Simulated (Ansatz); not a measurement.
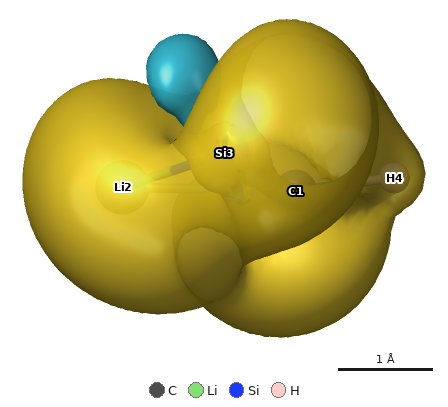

*CHLiSi (triplet). Isosurfaces of the spin density at +0.02 (yellow) and −0.02 e/Å³ (cyan), seen from one side.*

Geometry: PBE0-D4/def2-TZVP.

Method: isolated molecule in a Gaussian basis; Kohn-Sham density functional theory, functional PBE0 in Ansatz 0.2.0.

**Which atoms carry the spin?**

The unpaired spin (2 electrons) lies mostly on Si3 (about 1.0), C1 (about 0.7) and Li2 (about 0.2), in electrons by Hirshfeld's partition.
